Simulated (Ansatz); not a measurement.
# Molecular dynamics of H21O10F (part 1 of 3)

- system: H21O10F (disordered cell, 32 atoms in the cell)
- method: DFT PBE-D3(BJ), scalar-relativistic, plane waves, PAW, no spin polarisation (Ansatz 0.2.0)

It belongs to a series of runs on one base structure; here: dynamics from the last frame of the run before.

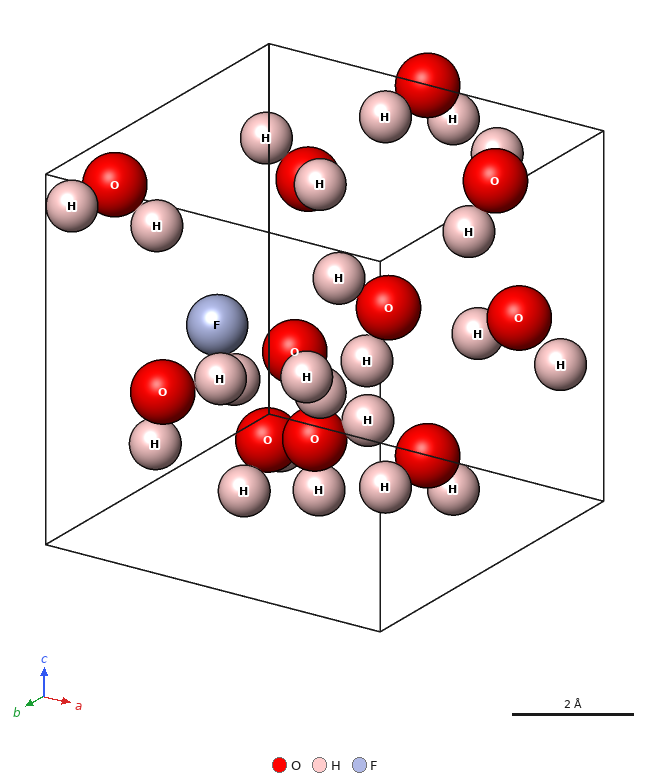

**Figure 1.** The starting structure (spheres-only view of the cell of the calculation, seen at an oblique angle).

Key numbers

- outcome: finished
- mean temperature over the second half: 283 K
- trajectory: 400 steps, 200 fs
- ensemble: nvt_langevin
- temperature in the input: 300.0 K
- time step: 0.5 fs
- electrons treated: 88
- potential energy (free energy of the electrons) (last step): −6821.0146 eV
- Fermi energy (last step): −0.005 eV
- largest force (length of the vector) (last step): 4.462 eV/Å
- hardware: 1 thread of AMD EPYC (Zen 5), 16 GiB of memory available, shared host
- wall time: 3.7 min
- peak memory: 0.51 GiB

Remarks

The k-point mesh is coarse for a cell of this size, so the results may not be converged. So short a trajectory is not equilibrated. The logged temperature at the start can lie below the typed one, since it is counted over all degrees of freedom.

Input file
```yaml
crystal:
  lattice:
    - [6.698789, 0.0, 0.0]
    - [0.0, 6.698789, 0.0]
    - [0.0, 0.0, 6.698789]
  atoms:
    - { symbol: O, position: [0.24723763, 0.19485915, 0.76112788] }
    - { symbol: H, position: [0.13230887, 0.20991066, 0.85007787] }
    - { symbol: H, position: [0.20240884, 0.07401885, 0.69359914] }
    - { symbol: O, position: [0.02751739, 0.51663219, 0.24816716] }
    - { symbol: H, position: [0.07306495, 0.61845216, 0.15499885] }
    - { symbol: H, position: [0.13339135, 0.41705454, 0.27365041] }
    - { symbol: O, position: [0.7141529, 0.5345889, 0.64393708] }
    - { symbol: H, position: [0.57348973, 0.5453312, 0.69383811] }
    - { symbol: H, position: [0.72470275, 0.64687366, 0.54242741] }
    - { symbol: O, position: [0.45255338, 0.47313143, 0.20613762] }
    - { symbol: H, position: [0.52385499, 0.56056367, 0.11595825] }
    - { symbol: H, position: [0.54605271, 0.37502212, 0.24335804] }
    - { symbol: O, position: [0.58586583, 0.88243433, 0.37907193] }
    - { symbol: H, position: [0.68919917, 0.98126353, 0.42247505] }
    - { symbol: H, position: [0.54167599, 0.9220768, 0.24507898] }
    - { symbol: O, position: [0.13053416, 0.07991199, 0.22677053] }
    - { symbol: H, position: [0.10291175, -0.01453619, 0.11924939] }
    - { symbol: H, position: [0.24997384, 0.14523317, 0.16836635] }
    - { symbol: O, position: [0.87177239, 0.29198337, 0.93805179] }
    - { symbol: H, position: [0.9263868, 0.36577344, 1.05046724] }
    - { symbol: H, position: [0.85287308, 0.38250972, 0.82843998] }
    - { symbol: O, position: [0.52450727, 0.07549958, 1.0375107] }
    - { symbol: H, position: [0.64814524, 0.14543052, 1.00075825] }
    - { symbol: H, position: [0.42282533, 0.11191407, 0.94151281] }
    - { symbol: O, position: [0.83132961, 0.12462894, 0.49903431] }
    - { symbol: H, position: [0.80111139, 0.26458687, 0.49925933] }
    - { symbol: H, position: [0.94109527, 0.10428947, 0.39184417] }
    - { symbol: O, position: [1.06234128, 0.78360099, 0.91027716] }
    - { symbol: H, position: [0.94200033, 0.79482958, 0.82809939] }
    - { symbol: H, position: [1.16744048, 0.75283065, 0.81321716] }
    - { symbol: F, position: [0.34262156, 0.74494549, 0.58371746] }
    - { symbol: H, position: [0.44751275, 0.826891, 0.49061032] }
basis:
  ecutwfc: 420.0
kpoints:
  mp_grid: { grid: [1, 1, 1] }
hamiltonian:
  xc: pbe
  dispersion: d3bj
scf:
  occupations: { method: fermi_dirac, width: 0.02 }
  lower_state_search: "off"
md:
  timestep: 0.5
  n_steps: 400
  ensemble: nvt_langevin
  temperature: 300.0
  initial_velocities: maxwell_boltzmann
  seed: 100075
  friction: 0.005
  masses: [{ species: H, mass: 2.014 }]
```

Command:
```bash
ansatz run input.yaml --threads 1 --pin off --max-ram 3072MiB --backend cpu --events-out ev --progress --plain --runs-dir out
```

Output
```
Warning: md: disabling space-group detection — thermal motion breaks the input geometry's symmetry, so no spatial operation reduces the k-mesh or symmetrises the density; time reversal is kept, so that k and −k are solved as one point where they differ and the mesh holds both, and exact exchange and, on two spinor components, a DFT+U term hold to it where the run has them: on two components no moment then forms, and a state that bears one, which a typed moment (crystal.atoms[].spin; refused beside efield: under a hybrid functional) reaches, can lie lower, under hf by electronvolts; crystal.symmetry.detect: false (a key that needs symmetry detection or time reversal refuses this as the deck is read) with time_reversal: false beside it drops time reversal too
Engine: ansatz 0.2.0, x86_64-unknown-linux-gnu
Pseudopotentials: kind: paw
Pseudopotential: O, paw, valence charge 6, recommended cutoff 420 eV (normal), O.paw.azcp
Pseudopotential: H, paw, valence charge 1, recommended cutoff 420 eV (normal), H.paw.azcp
Pseudopotential: F, paw, valence charge 7, recommended cutoff 420 eV (normal), F.paw.azcp
Functional definition: PBE
  parameter kappa = 0.804
  parameter beta = 0.06672455060314922
  exchange = pbe_x(kappa = kappa, mu = beta*pi^2/3)
  correlation = pbe_c(beta = beta)
Crystal: 32 atoms, lattice volume = 300.600 Å³
Basis set: ecut = 420 eV, 5887 PW (Γ), exchange–correlation on 90×90×90 points (8 copies of the dense FFT grid, shifted against one another)
Bands: 76, of which v1, the nominal top of the filled ones, is band 44 counted from 1 (43 counted from 0)
Symmetry: 1 space group operations
k-points: 1
Non-local potential: O, projectors of the file, l = 0: 2, l = 1: 2, l = 2: 1
Non-local potential: H, projectors of the file, l = 0: 2, l = 1: 1
Non-local potential: F, projectors of the file, l = 0: 2, l = 1: 2, l = 2: 1
PAW form: soft (Blöchl's): semilocal exchange-correlation on the pseudo side does not see the compensation charge
PAW one-centre angular grid: O, 110 points (default); XC on 64 Gauss nodes
PAW one-centre angular grid: H, 110 points (default); XC on 64 Gauss nodes
PAW one-centre angular grid: F, 110 points (default); XC on 64 Gauss nodes
Initial density: superposition of atomic densities (neutral atoms: chi_scale 0, normalization atom), corrected by the library's trained network
Initial wavefunctions: pseudopotential atomic-orbital guess
Functional: x = pbe(κ = 0.804, μ = 0.2195149727645171), c = pbe(β = 0.06672455060314922)
SCF iter   1: F=—  HF=-6821.107180 eV  |F-HF|=—  |Δ(HF+E_count)|=         —  Δρ=3.24e-3  dr2=2.84e-2  ethr=1.77e-3  ⟨swp⟩=6.0  Hψ=346  notcnv=0  defer=12
preconditioner: auto → Resta (q_TF=auto, 2.223 Å⁻¹)  ε∞=2.2  [insulator: Δε(μ)=4.696 eV  Ē_g=18.238 eV  σ=0.020 eV  W_gap=1.00  n_scr=56 (ndim 8)  ℏωp=20.1 eV  f_vac=0.241  D(μ)=0.00/eV (n_scr^D=0)  ε∞_Penn≈2.2]
SCF iter   2: F=—  HF=-6821.092435 eV  |F-HF|=—  |Δ(HF+E_count)|=   1.47e-2  Δρ=1.48e-3  dr2=4.76e-3  ethr=3.23e-5  ⟨swp⟩=2.0  Hψ=115  notcnv=0  defer=27
SCF iter   3: F=—  HF=-6821.089071 eV  |F-HF|=—  |Δ(HF+E_count)|=   3.36e-3  Δρ=5.78e-4  dr2=1.19e-3  ethr=5.40e-6  ⟨swp⟩=2.0  Hψ=87  notcnv=0  defer=27
SCF iter   4: F=—  HF=-6821.088409 eV  |F-HF|=—  |Δ(HF+E_count)|=   6.62e-4  Δρ=1.59e-4  dr2=7.41e-5  ethr=1.35e-6  ⟨swp⟩=2.0  Hψ=86  notcnv=0  defer=27
SCF iter   5: F=—  HF=-6821.088270 eV  |F-HF|=—  |Δ(HF+E_count)|=   1.39e-4  Δρ=8.49e-5  dr2=1.48e-5  ethr=8.42e-8  ⟨swp⟩=2.0  Hψ=93  notcnv=0  defer=27
SCF iter   6: F=—  HF=-6821.088274 eV  |F-HF|=—  |Δ(HF+E_count)|=   4.78e-6  Δρ=2.39e-5  dr2=1.17e-6  ethr=1.68e-8  ⟨swp⟩=2.0  Hψ=93  notcnv=0  defer=27
SCF iter   7: F=—  HF=-6821.088274 eV  |F-HF|=—  |Δ(HF+E_count)|=   3.78e-8  Δρ=7.76e-6  dr2=1.30e-7  ethr=1.33e-9  ⟨swp⟩=2.0  Hψ=93  notcnv=0  defer=27
SCF iter   8: F=-6821.088275 eV  HF=-6821.088275 eV  |F-HF|=4.72e-9  |Δ(HF+E_count)|=   3.68e-8  Δρ=3.00e-6  dr2=2.13e-8  ethr=3.64e-11  ⟨swp⟩=5.0  Hψ=231  notcnv=0
SCF 1 converged in 8 iterations: F = -6821.088275 eV  dr2 = 2.13e-8
  greatest PAW one-centre occupation: 0.928 electrons in one spin orbital (limit 2), on the F atom at site 30 (counted from 0), in its partial waves of l = 0
md step     0: t =     0.00 fs  T =   290.6 K  F+E_penalty+E_count = -6821.08827452 eV  E_kin = 1.202118 eV  (8 SCF iters)
Initial density: handed on by an earlier stage of this run
Initial wavefunctions: those handed on with the density
iter 1 solved again at ethr=7.02e-6 eV; its pass at ethr=3.10e-3 eV (dr2=6.18e-3 eV) is discarded
SCF iter   1: F=—  HF=-6821.081796 eV  |F-HF|=—  |Δ(HF+E_count)|=         —  Δρ=2.06e-3  dr2=5.91e-3  ethr=7.02e-6  ⟨swp⟩=4.0  Hψ=364  notcnv=0
preconditioner: auto → Resta (q_TF=auto, 2.223 Å⁻¹)  ε∞=2.2  [insulator: Δε(μ)=4.674 eV  Ē_g=18.227 eV  σ=0.020 eV  W_gap=1.00  n_scr=56 (ndim 8)  ℏωp=20.1 eV  f_vac=0.248  D(μ)=0.00/eV (n_scr^D=0)  ε∞_Penn≈2.2]
SCF iter   2: F=—  HF=-6821.080888 eV  |F-HF|=—  |Δ(HF+E_count)|=   9.07e-4  Δρ=9.08e-4  dr2=8.44e-4  ethr=6.72e-6  ⟨swp⟩=2.0  Hψ=130  notcnv=0
SCF iter   3: F=—  HF=-6821.080906 eV  |F-HF|=—  |Δ(HF+E_count)|=   1.72e-5  Δρ=4.09e-4  dr2=1.80e-4  ethr=9.60e-7  ⟨swp⟩=2.0  Hψ=105  notcnv=0
SCF iter   4: F=—  HF=-6821.080946 eV  |F-HF|=—  |Δ(HF+E_count)|=   4.01e-5  Δρ=4.44e-5  dr2=6.37e-6  ethr=2.05e-7  ⟨swp⟩=2.0  Hψ=118  notcnv=0
SCF iter   5: F=—  HF=-6821.080773 eV  |F-HF|=—  |Δ(HF+E_count)|=   1.73e-4  Δρ=3.37e-5  dr2=2.46e-6  ethr=7.24e-9  ⟨swp⟩=2.0  Hψ=120  notcnv=0
SCF iter   6: F=—  HF=-6821.080773 eV  |F-HF|=—  |Δ(HF+E_count)|=   4.32e-7  Δρ=7.94e-6  dr2=1.51e-7  ethr=2.79e-9  ⟨swp⟩=2.0  Hψ=120  notcnv=0
SCF iter   7: F=-6821.080773 eV  HF=-6821.080773 eV  |F-HF|=9.61e-10  |Δ(HF+E_count)|=   5.29e-8  Δρ=1.65e-6  dr2=6.55e-9  ethr=3.64e-11  ⟨swp⟩=5.0  Hψ=207  notcnv=0
SCF 2 converged in 7 iterations: F = -6821.080773 eV  dr2 = 6.55e-9
md step     1: t =     0.50 fs  T =   289.2 K  F+E_penalty+E_count = -6821.08077276 eV  E_kin = 1.196329 eV  (7 SCF iters)
[... from here on the SCF iterations and repeated set-up lines of each step are left out, up to the last step ...]
md step     2: t =     1.00 fs  T =   284.8 K  F+E_penalty+E_count = -6821.06833040 eV  E_kin = 1.177833 eV  (7 SCF iters)
md step     3: t =     1.50 fs  T =   278.8 K  F+E_penalty+E_count = -6821.05023044 eV  E_kin = 1.153186 eV  (7 SCF iters)
md step     4: t =     2.00 fs  T =   272.3 K  F+E_penalty+E_count = -6821.02937411 eV  E_kin = 1.126390 eV  (7 SCF iters)
md step     5: t =     2.50 fs  T =   275.7 K  F+E_penalty+E_count = -6821.00736405 eV  E_kin = 1.140415 eV  (4 SCF iters)
md step     6: t =     3.00 fs  T =   271.4 K  F+E_penalty+E_count = -6820.98851041 eV  E_kin = 1.122622 eV  (4 SCF iters)
md step     7: t =     3.50 fs  T =   269.7 K  F+E_penalty+E_count = -6820.97714446 eV  E_kin = 1.115630 eV  (5 SCF iters)
md step     8: t =     4.00 fs  T =   268.3 K  F+E_penalty+E_count = -6820.97533682 eV  E_kin = 1.109789 eV  (5 SCF iters)
md step     9: t =     4.50 fs  T =   261.4 K  F+E_penalty+E_count = -6820.98072940 eV  E_kin = 1.081325 eV  (4 SCF iters)
md step    10: t =     5.00 fs  T =   260.4 K  F+E_penalty+E_count = -6820.98723056 eV  E_kin = 1.077102 eV  (7 SCF iters)
md step    11: t =     5.50 fs  T =   264.1 K  F+E_penalty+E_count = -6820.99062290 eV  E_kin = 1.092268 eV  (5 SCF iters)
md step    12: t =     6.00 fs  T =   263.3 K  F+E_penalty+E_count = -6820.98876053 eV  E_kin = 1.089212 eV  (5 SCF iters)
md step    13: t =     6.50 fs  T =   268.4 K  F+E_penalty+E_count = -6820.98272545 eV  E_kin = 1.110086 eV  (5 SCF iters)
md step    14: t =     7.00 fs  T =   265.4 K  F+E_penalty+E_count = -6820.97585267 eV  E_kin = 1.097814 eV  (4 SCF iters)
md step    15: t =     7.50 fs  T =   273.4 K  F+E_penalty+E_count = -6820.97202364 eV  E_kin = 1.130983 eV  (5 SCF iters)
md step    16: t =     8.00 fs  T =   275.7 K  F+E_penalty+E_count = -6820.97399455 eV  E_kin = 1.140304 eV  (5 SCF iters)
md step    17: t =     8.50 fs  T =   277.8 K  F+E_penalty+E_count = -6820.98055770 eV  E_kin = 1.149169 eV  (5 SCF iters)
md step    18: t =     9.00 fs  T =   283.4 K  F+E_penalty+E_count = -6820.99042159 eV  E_kin = 1.172118 eV  (5 SCF iters)
md step    19: t =     9.50 fs  T =   283.5 K  F+E_penalty+E_count = -6821.00109663 eV  E_kin = 1.172832 eV  (5 SCF iters)
md step    20: t =    10.00 fs  T =   294.3 K  F+E_penalty+E_count = -6821.01240664 eV  E_kin = 1.217475 eV  (7 SCF iters)
md step    21: t =    10.50 fs  T =   297.9 K  F+E_penalty+E_count = -6821.02561928 eV  E_kin = 1.232260 eV  (5 SCF iters)
md step    22: t =    11.00 fs  T =   301.9 K  F+E_penalty+E_count = -6821.04248556 eV  E_kin = 1.248801 eV  (5 SCF iters)
md step    23: t =    11.50 fs  T =   300.8 K  F+E_penalty+E_count = -6821.06257554 eV  E_kin = 1.244375 eV  (5 SCF iters)
md step    24: t =    12.00 fs  T =   305.0 K  F+E_penalty+E_count = -6821.08469359 eV  E_kin = 1.261397 eV  (4 SCF iters)
md step    25: t =    12.50 fs  T =   313.1 K  F+E_penalty+E_count = -6821.10778017 eV  E_kin = 1.294881 eV  (5 SCF iters)
md step    26: t =    13.00 fs  T =   319.0 K  F+E_penalty+E_count = -6821.13098856 eV  E_kin = 1.319540 eV  (5 SCF iters)
md step    27: t =    13.50 fs  T =   331.3 K  F+E_penalty+E_count = -6821.15131884 eV  E_kin = 1.370486 eV  (5 SCF iters)
md step    28: t =    14.00 fs  T =   333.2 K  F+E_penalty+E_count = -6821.16188445 eV  E_kin = 1.378059 eV  (5 SCF iters)
md step    29: t =    14.50 fs  T =   324.6 K  F+E_penalty+E_count = -6821.15835732 eV  E_kin = 1.342613 eV  (5 SCF iters)
md step    30: t =    15.00 fs  T =   329.9 K  F+E_penalty+E_count = -6821.14135946 eV  E_kin = 1.364662 eV  (7 SCF iters)
md step    31: t =    15.50 fs  T =   325.8 K  F+E_penalty+E_count = -6821.11587103 eV  E_kin = 1.347808 eV  (5 SCF iters)
md step    32: t =    16.00 fs  T =   316.1 K  F+E_penalty+E_count = -6821.08849026 eV  E_kin = 1.307606 eV  (5 SCF iters)
md step    33: t =    16.50 fs  T =   305.1 K  F+E_penalty+E_count = -6821.06688160 eV  E_kin = 1.261843 eV  (5 SCF iters)
md step    34: t =    17.00 fs  T =   305.5 K  F+E_penalty+E_count = -6821.05794895 eV  E_kin = 1.263467 eV  (5 SCF iters)
md step    35: t =    17.50 fs  T =   297.6 K  F+E_penalty+E_count = -6821.06304738 eV  E_kin = 1.230862 eV  (4 SCF iters)
md step    36: t =    18.00 fs  T =   300.8 K  F+E_penalty+E_count = -6821.08033258 eV  E_kin = 1.244128 eV  (4 SCF iters)
md step    37: t =    18.50 fs  T =   312.0 K  F+E_penalty+E_count = -6821.10236522 eV  E_kin = 1.290523 eV  (5 SCF iters)
md step    38: t =    19.00 fs  T =   315.0 K  F+E_penalty+E_count = -6821.12335098 eV  E_kin = 1.302739 eV  (5 SCF iters)
md step    39: t =    19.50 fs  T =   317.9 K  F+E_penalty+E_count = -6821.13943320 eV  E_kin = 1.314788 eV  (5 SCF iters)
md step    40: t =    20.00 fs  T =   313.4 K  F+E_penalty+E_count = -6821.14528209 eV  E_kin = 1.296384 eV  (7 SCF iters)
md step    41: t =    20.50 fs  T =   306.6 K  F+E_penalty+E_count = -6821.14028673 eV  E_kin = 1.268281 eV  (5 SCF iters)
md step    42: t =    21.00 fs  T =   301.4 K  F+E_penalty+E_count = -6821.12908118 eV  E_kin = 1.246889 eV  (5 SCF iters)
md step    43: t =    21.50 fs  T =   299.6 K  F+E_penalty+E_count = -6821.11484614 eV  E_kin = 1.239088 eV  (5 SCF iters)
md step    44: t =    22.00 fs  T =   299.4 K  F+E_penalty+E_count = -6821.09814034 eV  E_kin = 1.238420 eV  (4 SCF iters)
md step    45: t =    22.50 fs  T =   303.0 K  F+E_penalty+E_count = -6821.08423300 eV  E_kin = 1.253500 eV  (5 SCF iters)
md step    46: t =    23.00 fs  T =   295.1 K  F+E_penalty+E_count = -6821.07543217 eV  E_kin = 1.220617 eV  (5 SCF iters)
md step    47: t =    23.50 fs  T =   285.7 K  F+E_penalty+E_count = -6821.07176317 eV  E_kin = 1.181542 eV  (5 SCF iters)
md step    48: t =    24.00 fs  T =   286.9 K  F+E_penalty+E_count = -6821.07767920 eV  E_kin = 1.186566 eV  (5 SCF iters)
md step    49: t =    24.50 fs  T =   293.1 K  F+E_penalty+E_count = -6821.09539918 eV  E_kin = 1.212379 eV  (4 SCF iters)
md step    50: t =    25.00 fs  T =   296.6 K  F+E_penalty+E_count = -6821.12217337 eV  E_kin = 1.226637 eV  (7 SCF iters)
md step    51: t =    25.50 fs  T =   298.7 K  F+E_penalty+E_count = -6821.15527055 eV  E_kin = 1.235540 eV  (5 SCF iters)
md step    52: t =    26.00 fs  T =   302.2 K  F+E_penalty+E_count = -6821.19018871 eV  E_kin = 1.250007 eV  (4 SCF iters)
md step    53: t =    26.50 fs  T =   319.7 K  F+E_penalty+E_count = -6821.22123802 eV  E_kin = 1.322567 eV  (5 SCF iters)
md step    54: t =    27.00 fs  T =   320.1 K  F+E_penalty+E_count = -6821.24177502 eV  E_kin = 1.324159 eV  (5 SCF iters)
md step    55: t =    27.50 fs  T =   318.7 K  F+E_penalty+E_count = -6821.24607556 eV  E_kin = 1.318330 eV  (4 SCF iters)
md step    56: t =    28.00 fs  T =   315.6 K  F+E_penalty+E_count = -6821.23055893 eV  E_kin = 1.305320 eV  (5 SCF iters)
md step    57: t =    28.50 fs  T =   304.8 K  F+E_penalty+E_count = -6821.19824964 eV  E_kin = 1.260863 eV  (4 SCF iters)
md step    58: t =    29.00 fs  T =   295.7 K  F+E_penalty+E_count = -6821.15977110 eV  E_kin = 1.223069 eV  (5 SCF iters)
md step    59: t =    29.50 fs  T =   281.4 K  F+E_penalty+E_count = -6821.12474422 eV  E_kin = 1.163897 eV  (5 SCF iters)
md step    60: t =    30.00 fs  T =   270.4 K  F+E_penalty+E_count = -6821.10011972 eV  E_kin = 1.118506 eV  (7 SCF iters)
md step    61: t =    30.50 fs  T =   263.2 K  F+E_penalty+E_count = -6821.09264295 eV  E_kin = 1.088703 eV  (5 SCF iters)
md step    62: t =    31.00 fs  T =   265.6 K  F+E_penalty+E_count = -6821.10520115 eV  E_kin = 1.098594 eV  (5 SCF iters)
md step    63: t =    31.50 fs  T =   272.1 K  F+E_penalty+E_count = -6821.13197294 eV  E_kin = 1.125522 eV  (5 SCF iters)
md step    64: t =    32.00 fs  T =   281.9 K  F+E_penalty+E_count = -6821.16624837 eV  E_kin = 1.166088 eV  (5 SCF iters)
md step    65: t =    32.50 fs  T =   292.4 K  F+E_penalty+E_count = -6821.19994417 eV  E_kin = 1.209335 eV  (5 SCF iters)
md step    66: t =    33.00 fs  T =   303.5 K  F+E_penalty+E_count = -6821.22674520 eV  E_kin = 1.255337 eV  (5 SCF iters)
md step    67: t =    33.50 fs  T =   303.8 K  F+E_penalty+E_count = -6821.24196606 eV  E_kin = 1.256440 eV  (5 SCF iters)
md step    68: t =    34.00 fs  T =   307.0 K  F+E_penalty+E_count = -6821.24565930 eV  E_kin = 1.269713 eV  (4 SCF iters)
md step    69: t =    34.50 fs  T =   304.5 K  F+E_penalty+E_count = -6821.23815948 eV  E_kin = 1.259332 eV  (5 SCF iters)
md step    70: t =    35.00 fs  T =   303.8 K  F+E_penalty+E_count = -6821.22216288 eV  E_kin = 1.256472 eV  (7 SCF iters)
md step    71: t =    35.50 fs  T =   298.3 K  F+E_penalty+E_count = -6821.20496109 eV  E_kin = 1.233921 eV  (5 SCF iters)
md step    72: t =    36.00 fs  T =   298.2 K  F+E_penalty+E_count = -6821.19199427 eV  E_kin = 1.233650 eV  (5 SCF iters)
md step    73: t =    36.50 fs  T =   298.2 K  F+E_penalty+E_count = -6821.18792459 eV  E_kin = 1.233415 eV  (5 SCF iters)
md step    74: t =    37.00 fs  T =   304.8 K  F+E_penalty+E_count = -6821.19602438 eV  E_kin = 1.260838 eV  (5 SCF iters)
md step    75: t =    37.50 fs  T =   305.2 K  F+E_penalty+E_count = -6821.21248306 eV  E_kin = 1.262516 eV  (5 SCF iters)
md step    76: t =    38.00 fs  T =   307.8 K  F+E_penalty+E_count = -6821.23423293 eV  E_kin = 1.273149 eV  (5 SCF iters)
md step    77: t =    38.50 fs  T =   310.0 K  F+E_penalty+E_count = -6821.25960307 eV  E_kin = 1.282203 eV  (5 SCF iters)
automatic band count: iteration 1 solves 51 bands in place of 76: the levels show a gap, and the empty bands left out lie too high to hold c
[...]
md step   400: t =   200.00 fs  T =   234.9 K  F+E_penalty+E_count = -6821.01455752 eV  E_kin = 0.971750 eV  (8 SCF iters)
```
